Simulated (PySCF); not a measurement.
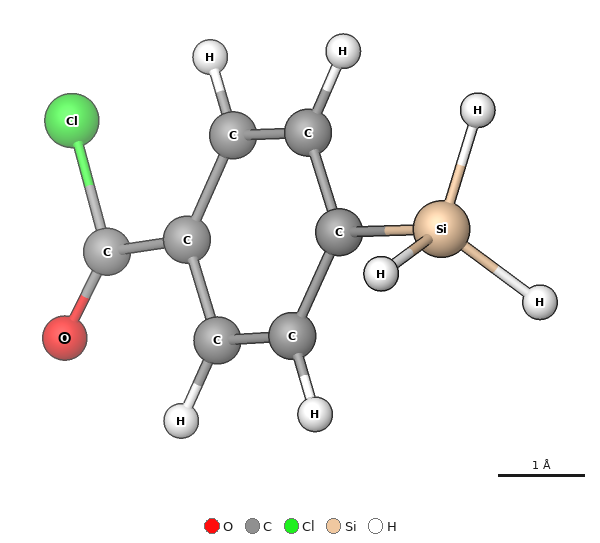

The input geometry (ball-and-stick view, seen at a tilt). Bond lengths as drawn: C–C 1.38 to 1.46 Å, C–Cl 1.78 Å, C–H 1.08 Å, C–O 1.19 Å, C–Si 1.89 Å and H–Si 1.46 Å.

**Run report: C7H7ClOSi, NMR shielding calculation**

The run: NMR shielding calculation of C7H7ClOSi, SMILES O=C(Cl)c1ccc([SiH3])cc1. Method and program: GIAO PBE0/pcSseg-1 NMR shielding, non-relativistic, gas phase (PySCF 2.14.0).

The geometry comes from this level: GFN2-xTB. Figures and captions count atoms from 1; the log counts them from 0 in places.

Input file
```
{"job": {"kind": "nmr", "xc": "PBE0", "basis": "pcSseg-1"}, "charge": 0, "multiplicity": 1}
O      3.729835    -1.224316     0.412145
C      3.111241    -0.210668     0.332185
Cl     4.007683     1.324584     0.288691
C      1.658968    -0.064995     0.262777
C      0.905160    -1.244026     0.293144
C     -0.470261    -1.187848     0.231450
C     -1.141717     0.030351     0.138160
Si    -3.031710     0.071822     0.052265
C     -0.379306     1.195272     0.108658
C      0.999783     1.160015     0.169147
H      1.422712    -2.188961     0.365313
H     -1.040133    -2.105386     0.255568
H     -3.458393     1.468388    -0.023892
H     -3.452477    -0.667655    -1.139178
H     -3.559683    -0.571499     1.256607
H     -0.877915     2.150988     0.036258
H      1.569215     2.075964     0.144070
```

The first line tells a small driver script what to run in PySCF; the rest is the geometry in Å.

Hardware: 1 CPU thread, shared host.

Command:
```bash
OMP_NUM_THREADS=1 python <driver script> task.json out
```

What the program printed
```
coarse grid: 16280 points
cycle   1  E = -1094.9244443314  dE =  1.728e+00  |g| = 8.258e-01  |ddm| = 4.273e+00
cycle   2  E = -1094.4045759882  dE =  5.199e-01  |g| = 1.853e+00  |ddm| = 2.566e+00
cycle   3  E = -1095.0550341358  dE = -6.505e-01  |g| = 1.874e-01  |ddm| = 1.970e+00
cycle   4  E = -1095.0621623416  dE = -7.128e-03  |g| = 9.336e-02  |ddm| = 3.261e-01
cycle   5  E = -1095.0639976967  dE = -1.835e-03  |g| = 2.786e-02  |ddm| = 1.229e-01
cycle   6  E = -1095.0641839683  dE = -1.863e-04  |g| = 1.014e-02  |ddm| = 4.108e-02
cycle   7  E = -1095.0642104900  dE = -2.652e-05  |g| = 2.934e-03  |ddm| = 1.243e-02
cycle   8  E = -1095.0642124513  dE = -1.961e-06  |g| = 7.714e-04  |ddm| = 3.706e-03
final grid: 150944 points
cycle   9  E = -1095.1320554289  dE = -2.646e-05  |g| = 1.169e-02  |ddm| = 5.482e-02
cycle  10  E = -1095.1319827154  dE =  7.271e-05  |g| = 2.262e-02  |ddm| = 3.335e-02
cycle  11  E = -1095.1320820919  dE = -9.938e-05  |g| = 2.494e-03  |ddm| = 2.319e-02
cycle  12  E = -1095.1320834179  dE = -1.326e-06  |g| = 4.944e-04  |ddm| = 3.115e-03
cycle  13  E = -1095.1320834681  dE = -5.014e-08  |g| = 1.923e-04  |ddm| = 7.187e-04
cycle  14  E = -1095.1320834778  dE = -9.714e-09  |g| = 5.119e-05  |ddm| = 2.523e-04
cycle  15  E = -1095.1320834784  dE = -6.539e-10  |g| = 1.300e-05  |ddm| = 7.569e-05
```

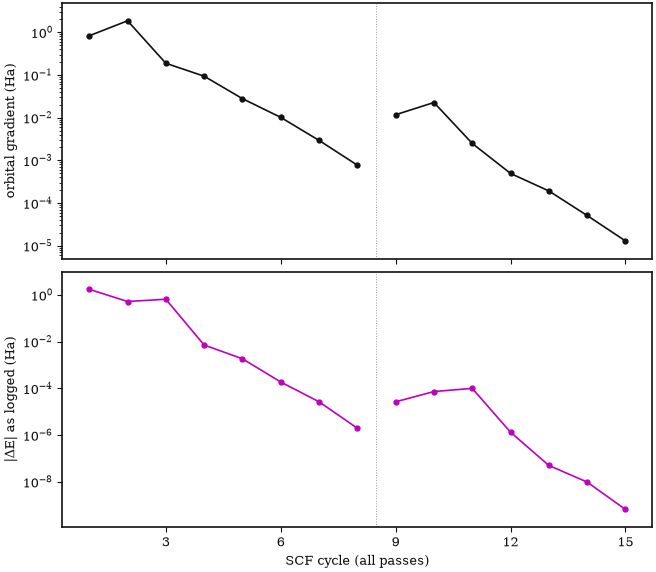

Convergence of the self-consistent field: orbital gradient and size of the energy change against the SCF cycle. The dotted line marks the change from a coarse to the final integration grid. The first 8 cycles use a coarse grid, the final grid takes over at cycle 9, and the field converges after 15 cycles in all.

```
converged SCF energy = -1095.1320834784

GIAO shielding tensors (ppm)
atom      isotropic    diamagn.    paramagn.     s11        s22        s33       span
  0 O     -230.559     395.784    -626.342   -619.706   -334.497    262.528    882.233
  1 C        9.887     242.657    -232.771    -87.677     39.780     77.557    165.234
  2 Cl     541.452    1145.005    -603.553    136.562    532.285    955.509    818.947
  3 C       50.444     263.022    -212.578    -38.510     34.612    155.230    193.740
  4 C       50.606     252.254    -201.648    -55.837     27.835    179.819    235.657
  5 C       45.684     254.649    -208.965    -68.455     32.591    172.915    241.370
  6 C       39.604     259.531    -219.927    -58.948    -13.798    191.558    250.506
  7 Si     416.594     880.710    -464.116    369.348    418.852    461.583     92.235
  8 C       45.117     252.143    -207.027    -69.007     36.108    168.249    237.256
  9 C       47.067     250.207    -203.140    -51.602     20.611    172.193    223.796
 10 H       23.244      32.693      -9.449     18.747     23.221     27.763      9.017
 11 H       23.737      32.638      -8.900     19.450     23.048     28.714      9.265
 12 H       27.276      28.484      -1.208     23.247     26.557     32.024      8.777
 13 H       27.030      28.447      -1.417     23.515     25.612     31.962      8.447
 14 H       27.033      28.277      -1.244     23.481     25.658     31.958      8.477
 15 H       23.676      32.166      -8.491     19.513     22.981     28.533      9.019
 16 H       23.058      30.995      -7.936     18.168     21.633     29.373     11.205
```

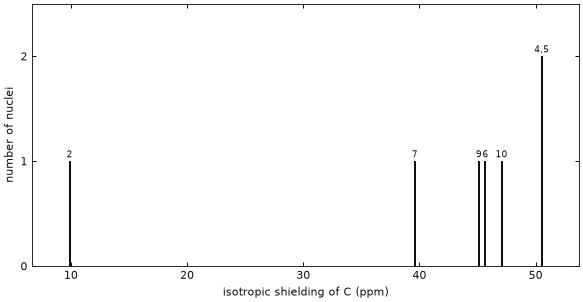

Isotropic shieldings of the carbon nuclei in this fixed geometry, labelled by atom number; shielding grows to the right, so chemical shift grows to the left. The least shielded is C2 (9.9 ppm), the most shielded C5 (50.6 ppm).

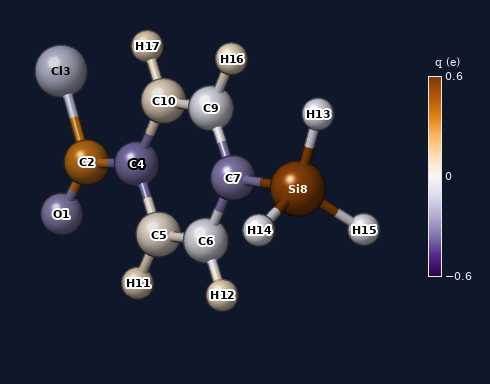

Mulliken charges, as the colour of each atom (ball-and-stick view, seen at a tilt; atoms are numbered from 1 in the order of the input). By element: O −0.30, C −0.35 to +0.39, Cl −0.14, Si +0.57 and H −0.09 to +0.11 e.

Key numbers

| quantity | value |
| --- | --- |
| outcome | converged |
| total energy | −1095.132083 hartree |
| HOMO | −8.12 eV |
| LUMO | −2.41 eV |
| dipole moment | 3.80 D |
| isotropic shielding, O | −230.6 ppm |
| isotropic shielding, C | 9.9 to 50.6 ppm |
| isotropic shielding, Cl | 541.5 ppm |
| isotropic shielding, Si | 416.6 ppm |
| isotropic shielding, H | 23.1 to 27.3 ppm |
| wall time | 40 s |
| peak memory | 0.97 GiB |
